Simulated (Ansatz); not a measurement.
**revPBE/6-31G(d) (spherical functions) run of Si2NH6Cl (SMILES N[SiH]([SiH3])Cl)**

What is the electronic atomisation energy of Si2NH6Cl at revPBE/6-31G* (spherical functions)? 

Program for the calculation: Ansatz 0.2.0.

68 further runs of the same task are left out: 2 that didn't finish, 66 set aside as unsound or not needed.

### Step 1. The structure to begin with

The species is Si2NH6Cl (10 atoms), meant as a singlet with charge 0. SMILES: `N[SiH]([SiH3])Cl`. The coordinates come from a PBE0-D4/def2-TZVP relaxation. This is one conformer, not always the lowest.

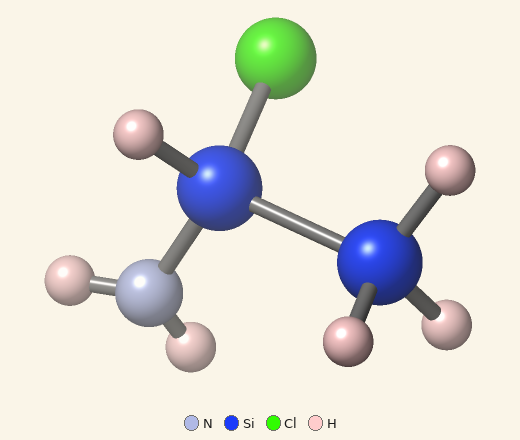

Viewed from a chosen angle; nitrogen light blue, silicon blue, chlorine green, hydrogen pink.

### Step 2. A single-point energy at revPBE/6-31G(d) (spherical functions)

Contents of in.yaml:

```yaml
crystal:
  periodic: [false, false, false]
  atoms:
    - symbol: N
      position_ang: [-0.500400, 1.640400, -0.476600]
    - symbol: Si
      position_ang: [-0.088700, 0.024400, -0.834700]
    - symbol: Si
      position_ang: [0.678000, -1.030800, 1.103600]
    - symbol: Cl
      position_ang: [-1.669600, -1.135800, -1.538400]
    - symbol: H
      position_ang: [-1.066800, 1.857300, 0.327900]
    - symbol: H
      position_ang: [-0.657600, 2.302300, -1.220500]
    - symbol: H
      position_ang: [0.889100, 0.060000, -1.948200]
    - symbol: H
      position_ang: [0.872200, -2.482600, 0.855100]
    - symbol: H
      position_ang: [-0.336100, -0.853800, 2.179500]
    - symbol: H
      position_ang: [1.962900, -0.432600, 1.555400]
basis:
  gaussian: {orbitals: 6-31G_st_-spherical.json}
output: {orbitals: {seedname: orbitals}}
accuracy: high
magnetization: {spin_polarized: false, initial_magnetization: 0}
hamiltonian: {xc: {name: revPBE}}
```

The basis set 6-31G* is read from a file made from the Basis Set Exchange's data (not shown).

On the command line:

```
$ ansatz run in.yaml --threads 1 --pin off --max-ram 3480MiB --events-out events.jsonl --progress --plain --runs-dir runs
```

The log of the run:

```text
Warning: RAYON_NUM_THREADS=1 ignored (pool sized by the plan → 1); use --threads N
Functional definition: revPBE
  name "revPBE"
  parameter kappa = 1.245
  parameter beta = 0.06672455060314922
  exchange = pbe_x(kappa = kappa, mu = beta*pi^2/3)
  correlation = pbe_c(beta = beta)
1819 factors; integrals over basis functions are off by at most 3.5e-9 eV
mean field evaluation 1: about -29852.5996 eV, gradient 5.8e1 eV
mean field evaluation 2: about -29824.1232 eV, gradient 1.1e2 eV
mean field evaluation 4: about -29859.5943 eV, gradient 6.0e0 eV
mean field evaluation 8: about -29859.6935 eV, gradient 1.3e-1 eV
mean field evaluation 16: about -29859.6936 eV, gradient 1.1e-5 eV
mean field -29859.69358603 eV, -1097.3234996594 hartree, gradient 6.3e-8 eV, S^2 0.000000; 0 other end points of the search recorded, 0 dependent functions left out
reference -29859.69359093 eV, -1097.3234998395 hartree; 29, 29 occupied and 51, 51 virtual orbitals, 1819 factors
Total energy: -29859.69359093 eV, -1097.3234998395 hartree
```

It took 8.1 s on 1 thread of Arm Neoverse V1, shared host; peak memory 0.21 GiB.

### Step 3. The Cl atom at the same level

Contents of molecule.yaml:

```yaml
crystal:
  periodic: [false, false, false]
  atoms:
    - {symbol: Cl, position_ang: [0.000000, 0.000000, 0.000000]}
basis:
  gaussian:
    orbitals: 6-31G_st_-spherical.json
total_charge: 0
magnetization:
  spin_polarized: true
  initial_magnetization: 1
hamiltonian:
  xc: {name: revPBE}
accuracy: high
```

The basis set 6-31G* is read from a file made from the Basis Set Exchange's data (not shown).

Run the same way, it converges to -460.03189 Eh (log not shown).

### Step 4. The H atom, same level

Contents of job.yaml:

```yaml
crystal:
  periodic: [false, false, false]
  atoms:
    - symbol: H
      position_ang: [0.000000, 0.000000, 0.000000]
basis:
  gaussian:
    orbitals: "6-31G*"
magnetization:
  spin_polarized: true
  initial_magnetization: 1
hamiltonian:
  xc: {name: revPBE}
accuracy: high
```

Run the same way, it converges to -0.50194 Eh (log not shown).

### Step 5. The N atom at the same level

Contents of job.yaml:

```yaml
crystal:
  periodic: [false, false, false]
  atoms:
    - symbol: N
      position_ang: [0.000000, 0.000000, 0.000000]
basis:
  gaussian:
    orbitals: 6-31G_st_-spherical.json
hamiltonian:
  xc: {name: revPBE}
magnetization:
  spin_polarized: true
  initial_magnetization: 3
accuracy: high
```

The basis set 6-31G* is read from a file made from the Basis Set Exchange's data (not shown).

Run the same way, it converges to -54.56705 Eh (log not shown).

### Step 6. The Si atom at the same level

Contents of job.yaml:

```yaml
basis:
  gaussian:
    orbitals: 6-31G_st_-spherical.json
crystal:
  periodic: [false, false, false]
  atoms:
    - symbol: Si
      position_ang: [0.000000, 0.000000, 0.000000]
magnetization:
  spin_polarized: true
  initial_magnetization: 2
hamiltonian:
  xc: {name: revPBE}
accuracy: high
```

The basis set 6-31G* is read from a file made from the Basis Set Exchange's data (not shown).

On the command line:

```
$ ansatz run job.yaml --threads 1 --pin off --max-ram 3480MiB --events-out events.jsonl --progress --plain --runs-dir runs
```

The log of the run, shortened:

```text
Warning: RAYON_NUM_THREADS=1 ignored (pool sized by the plan → 1); use --threads N
[... 6 set-up lines as earlier in the session ...]
141 factors; integrals over basis functions are off by at most 2.6e-9 eV
mean field evaluation 1: about -7871.9810 eV, gradient 2.6e0 eV
mean field evaluation 2: about -7872.0538 eV, gradient 1.0e0 eV
mean field evaluation 4: about -7872.0642 eV, gradient 1.6e-1 eV
mean field evaluation 8: about -7872.0644 eV, gradient 6.2e-5 eV
mean field evaluation 16: about -7872.0644 eV, gradient 4.7e-2 eV
mean field evaluation 32: about -7872.0644 eV, gradient 2.3e-3 eV
mean field -7872.06442981 eV, -289.2930319186 hartree, gradient 2.7e-8 eV, S^2 2.002056; 3 other end points of the search recorded, 0 dependent functions left out
reference -7872.06443223 eV, -289.2930320077 hartree; 8, 6 occupied and 10, 12 virtual orbitals, 141 factors
Total energy: -7872.06443223 eV, -289.2930320077 hartree
```

Run time: 1.2 s. Hardware: 1 thread of Arm Neoverse V1, shared host.

### Step 7. Outcome

Level: revPBE/6-31G* (spherical functions).

| quantity | value |
| --- | --- |
| molecule: total energy | -1097.32350 Eh |
| molecule: HOMO energy | -6.33 eV |
| molecule: LUMO energy | -0.55 eV |
| molecule: HOMO–LUMO gap | 5.78 eV |
| Cl atom: total energy | -460.03189 Eh |
| Cl atom: ⟨S²⟩ | 0.752 |
| H atom: total energy | -0.50194 Eh |
| H atom: ⟨S²⟩ | 0.750 |
| N atom: total energy | -54.56705 Eh |
| N atom: ⟨S²⟩ | 3.751 |
| Si atom: total energy | -289.29303 Eh |
| Si atom: ⟨S²⟩ | 2.002 |
| electronic atomisation energy | 30.664 eV |

**Reading.** Taking the molecule apart into free atoms costs 30.66 eV (707 kcal/mol), before zero-point energy and without spin-orbit coupling.
